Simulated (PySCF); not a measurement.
# FH₇OSi₃: NMR shifts, electronic excitations and K edges in gas and solvents

Aim: compute the NMR shifts, electronic excitations and K edges of FH₇OSi₃ (`F[SiH2]O[SiH2][SiH3]`), and see what a dielectric continuum does where one was used.

Programs: PySCF 2.14.0, with density-fitted response routines of our own. Each step states its level of theory. These are calculated values for one molecule, in the gas phase or a continuum, unless marked as measured. Atoms count from 0, in the outputs and in this text.

## Step 1: Starting geometry

12 atoms, charge 0, multiplicity 1; geometry from: GFN2-xTB.

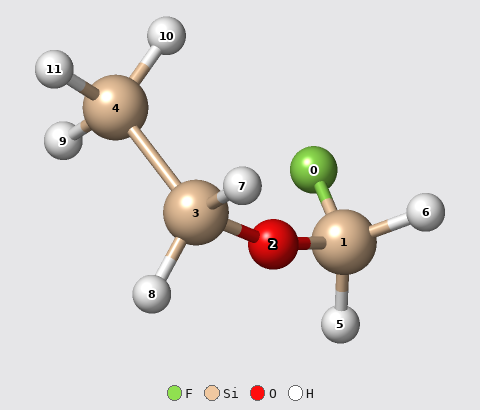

The starting geometry (fluorine green, silicon light orange, oxygen red, hydrogen white), atoms numbered.

## Step 2: Geometry optimisation at PBE0-D3(BJ)/def2-SVP

What the job is given:

```
{"job": {"xc": "PBE0", "basis": "def2-SVP", "d3": "d3bj", "grid": 1, "kind": "geom"}, "charge": 0, "multiplicity": 1}
F     -1.801624    -1.535111     0.722782
Si    -2.250963    -0.261285    -0.150066
O     -0.916508     0.517819    -0.563846
Si     0.633777     1.045331    -0.524968
Si     1.941324    -0.522172     0.542642
H     -2.854671    -0.779312    -1.360905
H     -3.043843     0.565770     0.738266
H      0.529410     2.358154     0.126580
H      0.911193     1.276107    -1.948414
H      2.124234    -1.755974    -0.233014
H      1.440289    -0.931411     1.859564
H      3.288582     0.021398     0.765352
```

Started as:

```
$ OMP_NUM_THREADS=1 python probes_run.py task.json out
```

This one command runs all jobs of the session in turn.

Log:

```text
step   0  E = -1046.91696740  max force = 0.012067
step   1  E = -1046.92600726  max force = 0.002957
step   2  E = -1046.92626095  max force = 0.002129
step   3  E = -1046.92641813  max force = 0.002357
step   4  E = -1046.92665854  max force = 0.003956
step   5  E = -1046.92693162  max force = 0.003905
step   6  E = -1046.92706650  max force = 0.001680
step   7  E = -1046.92716492  max force = 0.001721
step   8  E = -1046.92719815  max force = 0.001025
step   9  E = -1046.92721671  max force = 0.000284
step  10  E = -1046.92721871  max force = 0.000254
optimisation converged
```

Run time: 2.4 min. Hardware: 1 thread, shared host.

Along the way:

| step | energy from step 0 (eV) | largest force component (eV/Å) |
| --- | --- | --- |
| 0 | 0.0000 | 0.6205 |
| 1 | -0.2460 | 0.1521 |
| 2 | -0.2529 | 0.1095 |
| 3 | -0.2572 | 0.1212 |
| 4 | -0.2637 | 0.2034 |
| 5 | -0.2711 | 0.2008 |
| 6 | -0.2748 | 0.0864 |
| 7 | -0.2775 | 0.0885 |
| 8 | -0.2784 | 0.0527 |
| 9 | -0.2789 | 0.0146 |
| 10 | -0.2790 | 0.0131 |

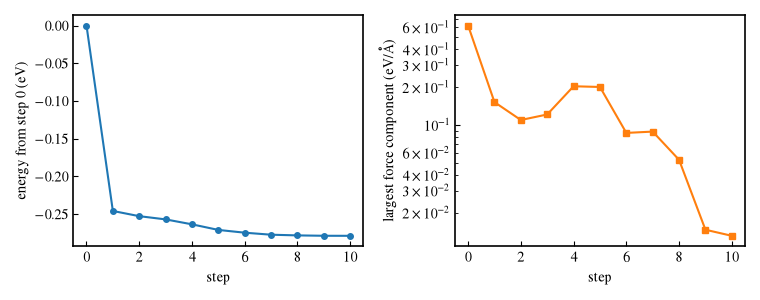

Energy and force, step by step.

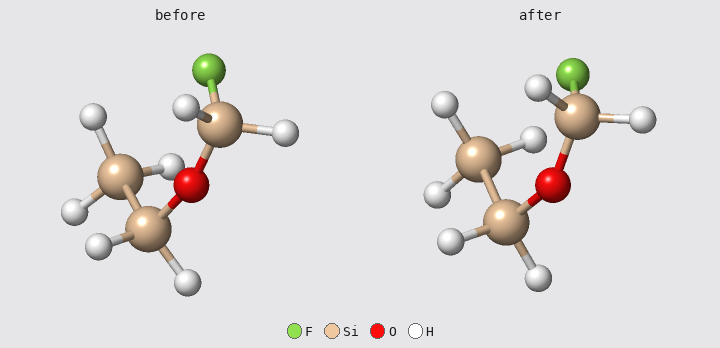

The geometry before (left) and after (right).

Close pairs (by a distance rule), those that changed most:

| bond | before (Å) | after (Å) | change (Å) |
| --- | --- | --- | --- |
| Si3–Si4 | 2.304 | 2.349 | +0.045 |
| Si1–O2 | 1.600 | 1.638 | +0.038 |
| O2–Si3 | 1.638 | 1.675 | +0.037 |
| Si1–H6 | 1.450 | 1.485 | +0.035 |
| Si1–H5 | 1.449 | 1.482 | +0.033 |
| Si4–H11 | 1.470 | 1.497 | +0.028 |
| Si4–H10 | 1.467 | 1.494 | +0.027 |
| Si3–H7 | 1.469 | 1.495 | +0.026 |

The end geometry stands in the next job.

| at the end point | value |
| --- | --- |
| point group (found at 0.08 Å tolerance) | C1 |
| rotational constants (GHz, main isotopes) | 3.391, 1.554, 1.113 |
| dipole moment (D) | 0.87 |

## Step 3: Shielding tensors: PBE0/pcSseg-1 in chloroform

What the job is given:

```
{"job": {"kind": "nmr", "xc": "PBE0", "basis": "pcSseg-1", "solvent": "chloroform", "pop": true}, "charge": 0, "multiplicity": 1}
F     -1.404172    -1.629112     0.373024
Si    -2.137133    -0.294811    -0.199722
O     -0.975016     0.706759    -0.773628
Si     0.638796     1.114071    -0.584057
Si     1.762034    -0.549070     0.636768
H     -3.033482    -0.701520    -1.307566
H     -2.862501     0.330277     0.934998
H      0.720911     2.425555     0.128903
H      1.235723     1.277663    -1.942428
H      1.685948    -1.866036    -0.061586
H      1.172982    -0.667374     2.004738
H      3.198740    -0.146764     0.765091
```

Method: GIAO PBE0/pcSseg-1 NMR shielding, non-relativistic, IEF-PCM chloroform.

Log:

```text
coarse grid: 11384 points
cycle   1  E = -1047.1241221606  dE =  1.072e-01  |g| = 8.607e-01  |ddm| = 3.071e+00
cycle   2  E = -1046.9160880692  dE =  2.080e-01  |g| = 1.379e+00  |ddm| = 1.544e+00
cycle   3  E = -1047.2458261575  dE = -3.297e-01  |g| = 1.005e-01  |ddm| = 1.083e+00
cycle   4  E = -1047.2472334205  dE = -1.407e-03  |g| = 5.912e-02  |ddm| = 1.110e-01
cycle   5  E = -1047.2477392336  dE = -5.058e-04  |g| = 8.600e-03  |ddm| = 3.602e-02
cycle   6  E = -1047.2477514677  dE = -1.223e-05  |g| = 1.077e-03  |ddm| = 9.076e-03
cycle   7  E = -1047.2477517149  dE = -2.471e-07  |g| = 2.362e-04  |ddm| = 1.410e-03
final grid: 96200 points
cycle   8  E = -1047.2898742970  dE = -9.668e-06  |g| = 6.488e-03  |ddm| = 9.699e-03
cycle   9  E = -1047.2898624283  dE =  1.187e-05  |g| = 1.044e-02  |ddm| = 1.027e-02
cycle  10  E = -1047.2898809495  dE = -1.852e-05  |g| = 3.643e-04  |ddm| = 6.697e-03
cycle  11  E = -1047.2898809679  dE = -1.834e-08  |g| = 8.381e-05  |ddm| = 2.736e-04
cycle  12  E = -1047.2898809688  dE = -8.727e-10  |g| = 3.717e-05  |ddm| = 7.220e-05
cycle  13  E = -1047.2898809689  dE = -1.864e-10  |g| = 5.074e-06  |ddm| = 2.416e-05
converged SCF energy = -1047.2898809689

GIAO shielding tensors (ppm)
atom      isotropic    diamagn.    paramagn.     s11        s22        s33       span
  0 F      347.529     473.657    -126.128    273.577    353.161    415.849    142.272
  1 Si     374.023     878.146    -504.123    354.522    381.128    386.419     31.897
  2 O      290.947     400.228    -109.281    231.155    281.967    359.720    128.565
  3 Si     370.781     878.847    -508.066    307.412    345.853    459.077    151.666
  4 Si     455.780     881.042    -425.262    448.255    456.933    462.152     13.897
  5 H       26.272      27.524      -1.251     22.943     23.691     32.183      9.240
  6 H       26.248      28.380      -2.132     23.218     23.717     31.808      8.590
  7 H       25.743      28.663      -2.920     22.328     24.574     30.327      7.999
  8 H       25.796      28.468      -2.672     22.343     24.577     30.467      8.123
  9 H       27.604      29.898      -2.294     24.519     26.245     32.047      7.528
 10 H       27.637      30.112      -2.476     24.657     26.245     32.008      7.351
 11 H       27.960      28.841      -0.881     25.052     25.275     33.552      8.500
```

It took 34 s on 1 thread, shared host.

Shifts follow as δ = σ(reference) − σ, with reference shieldings (ppm) from runs at the same level and on the same kind of geometry: ¹H TMS 31.25, ²⁹Si TMS 351.9, ¹⁹F CFCl3 179.6, ¹⁷O H2O 341.0. The references are single molecules in the same continuum, so shifts against H2O, NH3, PH3, H3PO4 or CFCl3 are not on the usual liquid scales and can be off by tens of ppm. Atoms listed in one row are averaged.

| atoms | environment | σ (ppm) | δ (ppm) |
| --- | --- | --- | --- |
| H7, H8 | hydrogen on a silicon bonded to O, Si | 25.77 | 5.48 |
| H5, H6 | hydrogen on a silicon bonded to F, O | 26.26 | 4.99 |
| H9, H10, H11 | hydrogen on a silicon bonded to Si | 27.73 | 3.51 |
| F0 | fluorine bonded to Si | 347.5 | -167.9 |
| Si3 | silicon bonded to O, Si, 2 H | 370.8 | -18.9 |
| Si1 | silicon bonded to F, O, 2 H | 374.0 | -22.2 |
| Si4 | silicon bonded to Si, 3 H | 455.8 | -103.9 |
| O2 | oxygen bonded to 2 Si | 290.9 | 50.0 |

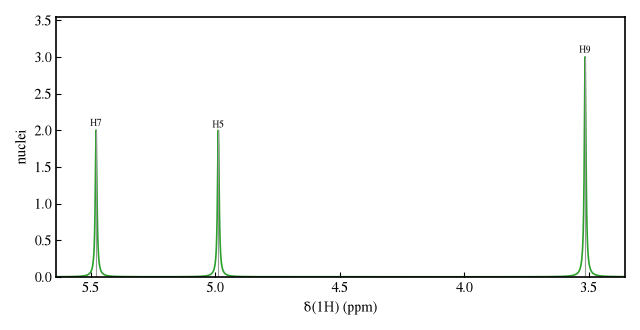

¹H lines at the computed shifts, without couplings. Lines are broadened to a width of 0.01 ppm (Lorentzian).

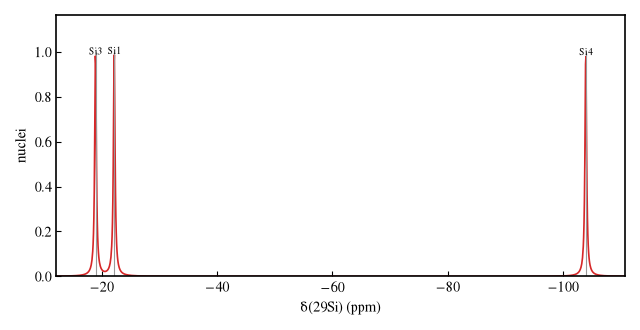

²⁹Si lines at the computed shifts, without couplings. Lines are broadened to a width of 0.34 ppm (Lorentzian).

Charges from the same density, by scheme (e):

| atoms | Mulliken | IAO | Hirshfeld | ESP fit |
| --- | --- | --- | --- | --- |
| F0 | -0.45 | -0.54 | -0.21 | -0.34 |
| Si1 | 1.09 | 1.26 | 0.49 | 0.81 |
| O2 | -0.76 | -0.87 | -0.31 | -0.51 |
| Si3 | 0.61 | 0.72 | 0.33 | 0.54 |
| Si4 | 0.11 | 0.24 | 0.20 | 0.12 |

IAO charges:

| atom | value (e) |
| --- | --- |
| F0 | -0.54 |
| Si1 | 1.26 |
| O2 | -0.87 |
| Si3 | 0.72 |
| Si4 | 0.24 |
| H5 | -0.15 |
| H6 | -0.16 |
| H7 | -0.12 |
| H8 | -0.12 |
| H9 | -0.09 |
| H10 | -0.09 |
| H11 | -0.09 |

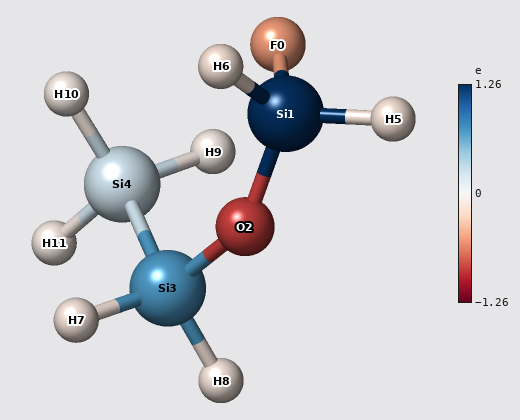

IAO charges, as colours on the atoms.

Mayer bond orders: F0–Si1 0.87, Si1–O2 0.97, O2–Si3 0.85, Si3–Si4 0.92.

## Step 4: Ultraviolet spectrum: PBE0/def2-SVPD

Same as in step 3 but for these lines:

```diff
@@ -1,2 +1,2 @@
-{"job": {"kind": "nmr", "xc": "PBE0", "basis": "pcSseg-1", "solvent": "chloroform", "pop": true}, "charge": 0, "multiplicity": 1}
+{"job": {"kind": "uv", "xc": "PBE0", "basis": "def2-SVPD", "dynamic": true, "nstates": 6, "ntriplets": 0}, "charge": 0, "multiplicity": 1}
 F     -1.404172    -1.629112     0.373024
```

Level: TDDFT PBE0/def2-SVPD, vertical, gas phase, core orbitals frozen in the response.

Log:

```text
coarse grid: 11384 points
cycle   1  E = -1046.6869285512  dE =  8.722e-02  |g| = 8.014e-01  |ddm| = 4.227e+00
cycle   2  E = -1046.4609545312  dE =  2.260e-01  |g| = 1.351e+00  |ddm| = 2.095e+00
cycle   3  E = -1046.8028672504  dE = -3.419e-01  |g| = 9.094e-02  |ddm| = 1.310e+00
cycle   4  E = -1046.8040459705  dE = -1.179e-03  |g| = 6.381e-02  |ddm| = 1.868e-01
cycle   5  E = -1046.8047392032  dE = -6.932e-04  |g| = 8.568e-03  |ddm| = 5.763e-02
cycle   6  E = -1046.8047577789  dE = -1.858e-05  |g| = 1.122e-03  |ddm| = 1.881e-02
cycle   7  E = -1046.8047581984  dE = -4.195e-07  |g| = 2.865e-04  |ddm| = 2.789e-03
final grid: 96200 points
cycle   8  E = -1046.9383320732  dE = -5.843e-06  |g| = 5.626e-03  |ddm| = 4.701e-02
cycle   9  E = -1046.9383205919  dE =  1.148e-05  |g| = 9.590e-03  |ddm| = 1.321e-02
cycle  10  E = -1046.9383379234  dE = -1.733e-05  |g| = 2.109e-04  |ddm| = 8.763e-03
cycle  11  E = -1046.9383379306  dE = -7.172e-09  |g| = 1.206e-04  |ddm| = 3.300e-04
cycle  12  E = -1046.9383379329  dE = -2.284e-09  |g| = 1.904e-05  |ddm| = 1.208e-04
cycle  13  E = -1046.9383379330  dE = -1.028e-10  |g| = 2.988e-06  |ddm| = 3.739e-05
converged SCF energy = -1046.9383379330

Static polarisability (au): isotropic 85.380, principal 76.085 85.914 94.142

Singlet excitations
state   eV       nm        f      main configurations
  1   6.3837    194.2   0.01769   H->L 0.98
  2   7.0515    175.8   0.00056   H-1->L 0.97
  3   7.2270    171.6   0.02174   H->L+1 0.83
  4   7.3126    169.5   0.01894   H->L+2 0.85
  5   7.5198    164.9   0.12553   H->L+3 0.82
  6   7.7596    159.8   0.05489   H-1->L+1 0.55, H->L+4 0.33
```

It took 49 s on 1 thread, shared host.

The orbitals next to the gap, with their largest atomic shares:

| orbital | eV | atoms |
| --- | --- | --- |
| HOMO−3 | -9.78 | Si4 42 %, H11 30 %, H9 14 % |
| HOMO−2 | -9.66 | Si4 24 %, H10 17 %, H9 11 % |
| HOMO−1 | -8.88 | O2 30 %, Si3 16 %, Si1 12 % |
| HOMO | -8.12 | Si4 32 %, Si3 28 %, O2 14 % |
| LUMO | -0.44 | Si3 31 %, Si4 17 %, O2 11 % |
| LUMO+1 | 0.16 | Si1 27 %, Si4 14 %, Si3 11 % |
| LUMO+2 | 0.37 | Si4 34 %, Si3 27 %, H9 9 % |

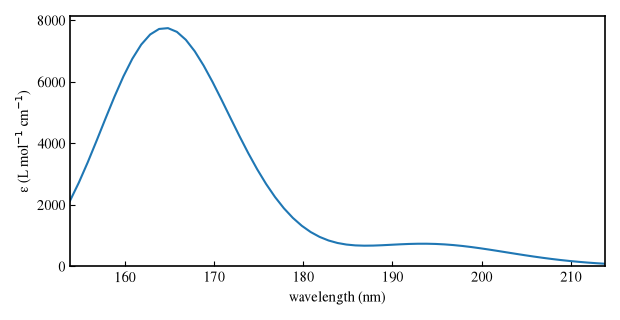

Absorption spectrum: each of the 6 states is a Gaussian band of 0.4 eV half-width at 1/e. Beyond the last state computed it falls off for lack of states.

Further results of this job:

| property | computed |
| --- | --- |
| dipole moment (D) | 0.93 |
| polarisability (Å³) | 12.65 |
| HOMO–LUMO gap (eV) | 7.69 |
| −ε(HOMO) (eV) | 8.12 |
| C6 with itself (au) | 2557 |

## Step 5: Ultraviolet spectrum: PBE0/def2-SVPD in chloroform

Same as in step 4 but for these lines:

```diff
@@ -1,2 +1,2 @@
-{"job": {"kind": "uv", "xc": "PBE0", "basis": "def2-SVPD", "dynamic": true, "nstates": 6, "ntriplets": 0}, "charge": 0, "multiplicity": 1}
+{"job": {"kind": "uv", "xc": "PBE0", "basis": "def2-SVPD", "solvent": "chloroform", "nstates": 6, "ntriplets": 0}, "charge": 0, "multiplicity": 1}
 F     -1.404172    -1.629112     0.373024
```

With the program's defaults for keys left out, this is: TDDFT PBE0/def2-SVPD, vertical, IEF-PCM chloroform (non-equilibrium linear response), core orbitals frozen in the response.

Log:

```text
coarse grid: 11384 points
cycle   1  E = -1046.6908539053  dE =  8.365e-02  |g| = 7.965e-01  |ddm| = 4.232e+00
cycle   2  E = -1046.4794566296  dE =  2.114e-01  |g| = 1.321e+00  |ddm| = 2.068e+00
cycle   3  E = -1046.8047440630  dE = -3.253e-01  |g| = 8.854e-02  |ddm| = 1.279e+00
cycle   4  E = -1046.8058534672  dE = -1.109e-03  |g| = 5.975e-02  |ddm| = 1.759e-01
cycle   5  E = -1046.8064461207  dE = -5.927e-04  |g| = 7.823e-03  |ddm| = 5.445e-02
cycle   6  E = -1046.8064609968  dE = -1.488e-05  |g| = 8.445e-04  |ddm| = 1.871e-02
cycle   7  E = -1046.8064612216  dE = -2.249e-07  |g| = 2.268e-04  |ddm| = 2.425e-03
final grid: 96200 points
cycle   8  E = -1046.9400382532  dE = -5.910e-06  |g| = 5.611e-03  |ddm| = 4.688e-02
cycle   9  E = -1046.9400273193  dE =  1.093e-05  |g| = 9.458e-03  |ddm| = 1.312e-02
cycle  10  E = -1046.9400440695  dE = -1.675e-05  |g| = 1.762e-04  |ddm| = 8.607e-03
cycle  11  E = -1046.9400440734  dE = -3.929e-09  |g| = 1.168e-04  |ddm| = 2.884e-04
cycle  12  E = -1046.9400440756  dE = -2.154e-09  |g| = 1.518e-05  |ddm| = 1.134e-04
cycle  13  E = -1046.9400440756  dE = -6.139e-11  |g| = 2.396e-06  |ddm| = 2.833e-05
converged SCF energy = -1046.9400440756

Static polarisability (au): isotropic 104.528, principal 95.687 105.171 112.725

Singlet excitations
state   eV       nm        f      main configurations
  1   6.3905    194.0   0.02652   H->L 0.98
  2   7.0410    176.1   0.00129   H-1->L 0.96
  3   7.2252    171.6   0.04384   H->L+1 0.78, H->L+2 0.14
  4   7.3048    169.7   0.03524   H->L+2 0.79, H->L+1 0.13
  5   7.4872    165.6   0.26035   H->L+3 0.88
  6   7.7194    160.6   0.11653   H->L+4 0.55, H-1->L+1 0.34
```

Wall time 44 s (1 thread, shared host).

Key values: HOMO -8.04 eV, LUMO -0.33 eV; lowest singlet 6.39 eV.

## Step 6: K-edge absorption: BHandHLYP/def2-SVPD+aug-pcX-1+pcseg-1

Same as in step 5 but for these lines:

```diff
@@ -1,2 +1,2 @@
-{"job": {"kind": "uv", "xc": "PBE0", "basis": "def2-SVPD", "solvent": "chloroform", "nstates": 6, "ntriplets": 0}, "charge": 0, "multiplicity": 1}
+{"job": {"kind": "xas", "xc": "BHandHLYP", "basis": {"default": "aug-pcX-1", "H": "pcseg-1", "Si": "def2-SVPD"}}, "charge": 0, "multiplicity": 1}
 F     -1.404172    -1.629112     0.373024
```

With the program's defaults for keys left out, this is: core-valence-separated TDA BHandHLYP/aug-pcX-1 H:pcseg-1 Si:def2-SVPD, K edges, non-relativistic, gas phase.

Log:

```text
coarse grid: 11384 points
cycle   1  E = -1047.3246966062  dE = -8.105e-03  |g| = 8.088e-01  |ddm| = 3.401e+00
cycle   2  E = -1047.2737001965  dE =  5.100e-02  |g| = 1.012e+00  |ddm| = 1.389e+00
cycle   3  E = -1047.4403296926  dE = -1.666e-01  |g| = 5.682e-02  |ddm| = 7.374e-01
cycle   4  E = -1047.4408159637  dE = -4.863e-04  |g| = 4.208e-02  |ddm| = 1.018e-01
cycle   5  E = -1047.4410843606  dE = -2.684e-04  |g| = 6.373e-03  |ddm| = 2.834e-02
cycle   6  E = -1047.4410925503  dE = -8.190e-06  |g| = 9.466e-04  |ddm| = 9.371e-03
final grid: 96200 points
cycle   7  E = -1047.5181373321  dE = -3.357e-05  |g| = 1.657e-03  |ddm| = 1.299e-02
cycle   8  E = -1047.5181374065  dE = -7.440e-08  |g| = 8.796e-04  |ddm| = 2.235e-03
cycle   9  E = -1047.5181375027  dE = -9.622e-08  |g| = 4.965e-04  |ddm| = 1.024e-03
cycle  10  E = -1047.5181375401  dE = -3.737e-08  |g| = 6.466e-05  |ddm| = 3.710e-04
cycle  11  E = -1047.5181375412  dE = -1.147e-09  |g| = 9.456e-06  |ddm| = 9.102e-05
cycle  12  E = -1047.5181375412  dE = -1.410e-11  |g| = 7.118e-06  |ddm| = 1.385e-05
converged SCF energy = -1047.5181375412

O K edge
   eV          f      from atoms
  532.322   0.00683   O2
  533.275   0.01344   O2
  533.905   0.01942   O2
  534.035   0.01622   O2
  534.435   0.00609   O2
  534.574   0.00216   O2
  535.148   0.00778   O2
  535.335   0.00343   O2

F K edge
   eV          f      from atoms
  685.312   0.01083   F0
  685.896   0.00988   F0
  687.062   0.00898   F0
  687.392   0.00713   F0
  687.439   0.00658   F0
  687.823   0.00282   F0
  687.841   0.00155   F0
  688.104   0.00052   F0
```

Run time: 26 s. Hardware: 1 thread, shared host.

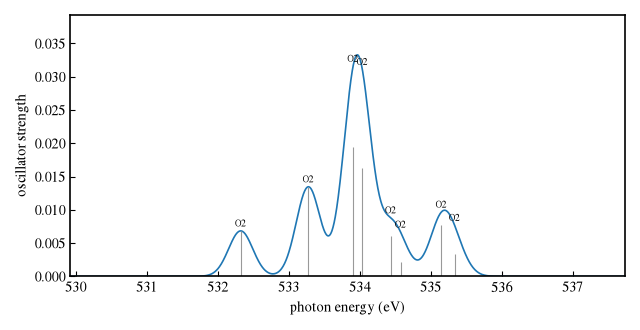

The O K edge. Lines are broadened to a width of 0.40 eV (Gaussian).

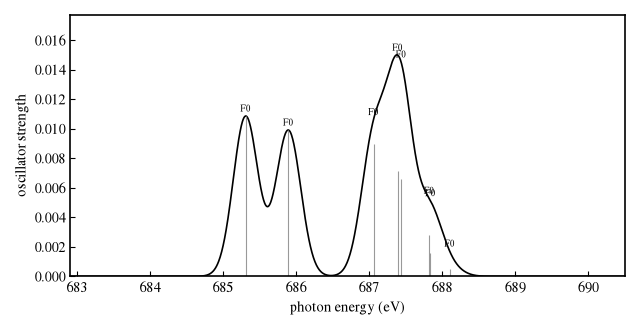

The F K edge. Lines are broadened to a width of 0.40 eV (Gaussian).

## Step 7: Run by run: electronic excitations

Excitations and ground-state properties, with basis size and wall time:

| run | lowest singlet (eV) | brightest (eV) | f | gap (eV) | α (Å³) | μ (D) | functions | time |
| --- | --- | --- | --- | --- | --- | --- | --- | --- |
| PBE0/def2-SVPD | 6.38 | 7.52 | 0.126 | 7.69 | 12.65 | 0.93 | 174 | 49 s |
| PBE0/def2-SVPD in chloroform | 6.39 | 7.49 | 0.260 | 7.71 | 15.49 | 1.12 | 174 | 44 s |

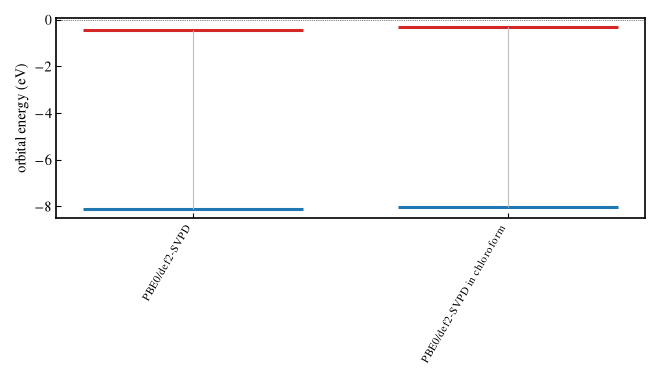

HOMO (blue) and LUMO (red) run by run.

## Step 8: Summary of results

| quantity | value |
| --- | --- |
| point group | C1 |
| rotational constants (main isotopes) | 3.39, 1.55, 1.11 GHz |
| ¹H shifts against TMS (PBE0/pcSseg-1, chloroform, means over atoms taken as alike) | 5.48, 4.99, 3.51 ppm |
| ¹⁹F shifts against CFCl3 (PBE0/pcSseg-1, chloroform) | -167.9 ppm |
| ²⁹Si shifts against TMS (PBE0/pcSseg-1, chloroform) | -18.9, -22.2, -103.9 ppm |
| ¹⁷O shifts against H2O (PBE0/pcSseg-1, chloroform) | 50.0 ppm |
| lowest singlet (PBE0/def2-SVPD) | 6.38 eV (194 nm), f = 0.018 |
| brightest single state of those computed | state 5, 7.52 eV, f = 0.126 |
| O K edge | first line 532.32 eV, strongest 533.90 eV (f = 0.019) |
| F K edge | first line 685.31 eV, strongest 685.31 eV (f = 0.011) |
| range of the lowest singlet | 6.38 to 6.39 eV |

In words: Over 10 steps the energy fell by 0.279 eV; of the close pairs, Si3–Si4 changed most, 2.304 to 2.349 Å. At PBE0/pcSseg-1: Shielding is most anisotropic at Si3 (span 152 ppm, paramagnetic term -508 ppm). The first singlet state (HOMO→LUMO 0.98) lies at 6.38 eV and is weak; of the 6 states computed, the strongest absorption comes from state 5 at 7.52 eV (the last state computed is bright too, and its partners may lie past the list). At the O edge the strongest single line lifts a 1s electron of O2 into several orbitals, led by LUMO+4 (weight 0.32), 1.6 eV above the first line. At the F edge the strongest single line lifts a 1s electron of F0 into several orbitals, led by LUMO+1 (weight 0.31), and it is the first line. Absolute edge energies from this method are off by several eV; spacings are better.
